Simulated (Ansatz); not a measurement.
# C6H14Sn (SMILES C[CH](C)[Sn][CH](C)C): what the fields show

The calculation's input:

```
crystal:
  periodic: [false, false, false]
  atoms:
    - {symbol: C, position_ang: [-0.458061, -2.518904, 0.703743]}
    - {symbol: C, position_ang: [-0.977096, -1.176308, 1.211619]}
    - {symbol: C, position_ang: [-2.056737, -0.613792, 0.305935]}
    - {symbol: Sn, position_ang: [0.796832, 0.113314, 1.572669]}
    - {symbol: C, position_ang: [0.672484, 1.330018, -0.271940]}
    - {symbol: C, position_ang: [1.205101, 0.457457, -1.403960]}
    - {symbol: C, position_ang: [1.451693, 2.629165, -0.158722]}
    - {symbol: H, position_ang: [-0.001837, -2.431109, -0.288442]}
    - {symbol: H, position_ang: [-1.272262, -3.248768, 0.609102]}
    - {symbol: H, position_ang: [0.291009, -2.958911, 1.370465]}
    - {symbol: H, position_ang: [-1.397098, -1.336377, 2.212429]}
    - {symbol: H, position_ang: [-1.682331, -0.434760, -0.706299]}
    - {symbol: H, position_ang: [-2.902011, -1.309131, 0.213950]}
    - {symbol: H, position_ang: [-2.458606, 0.334222, 0.674779]}
    - {symbol: H, position_ang: [-0.383036, 1.550133, -0.462664]}
    - {symbol: H, position_ang: [0.593645, -0.434385, -1.569614]}
    - {symbol: H, position_ang: [2.232990, 0.122791, -1.215857]}
    - {symbol: H, position_ang: [1.232126, 1.010477, -2.352093]}
    - {symbol: H, position_ang: [1.056335, 3.282995, 0.624067]}
    - {symbol: H, position_ang: [1.426610, 3.195694, -1.099096]}
    - {symbol: H, position_ang: [2.505753, 2.446778, 0.076628]}
basis:
  gaussian: {orbitals: def2-TZVPP}
hamiltonian: {xc: pbe0, dispersion: d4}
output: {orbitals: {seedname: orbitals}}
```

Command:

```sh
ansatz run in.yaml --threads 2 --pin off --events-out ev --progress --plain --max-ram 32768MiB --backend cuda --devices 0, --max-vram 18GiB
```

Geometry: PBE0-D4/def2-TZVP; core potentials replace the inner electrons of Sn.

Method: Ansatz 0.2.0, RKS PBE0-D4/def2-TZVPP.

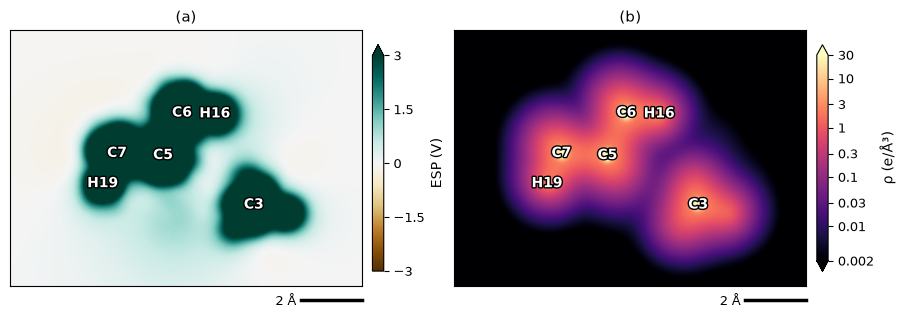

Figure 1. (a) molecular electrostatic potential; (b) electron density on the plane of atoms C5, C6 and H16.

> Interpret the plot.

The plane passes through C and H nuclei. C–C (1.53 Å): ρ at the midpoint is about 1.6 e/Å³. C–H (1.09 Å): ρ is about 2 e/Å³ halfway. The potential has no marked negative region in this plane.

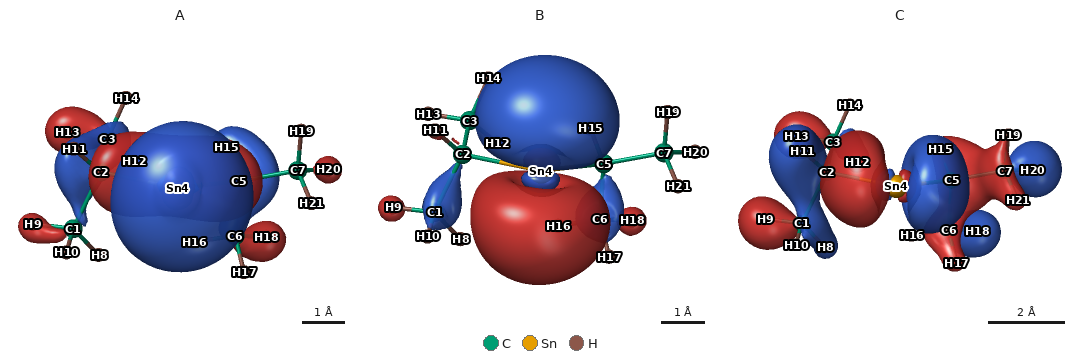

Figure 2. Three frontier orbitals at ±0.08 Å⁻³ᐟ² (red and blue are the two phases), in no order.

> Order the three orbitals by energy and name them.

C is the HOMO−1 (−6.46 eV). It lies mainly on Sn4 (about 25 %), C2 (about 20 %) and C5 (about 20 %). A is the HOMO (−5.60 eV). It lies mainly on Sn4 (about 60 %), C5 (about 15 %) and C2 (about 10 %). B is the LUMO (−2.30 eV). It lies mainly on Sn4 (about 80 %).

> What is the HOMO–LUMO gap?

3.30 eV between the orbital energies.

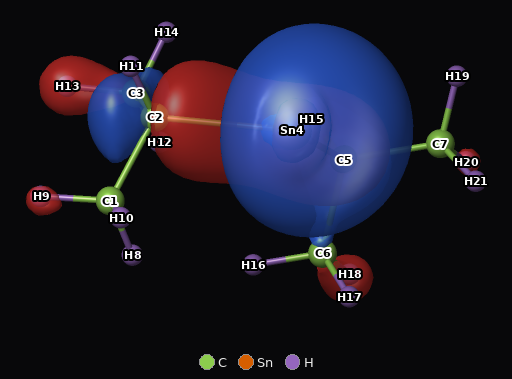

Figure 3. One frontier orbital at ±0.1 Å⁻³ᐟ² (red and blue are the two phases), seen at a tilt.

> Which orbital is it: HOMO or LUMO?

The HOMO, at −5.60 eV. By Hirshfeld shares it lies mainly on Sn4 (about 60 %), C5 (about 15 %) and C2 (about 10 %).
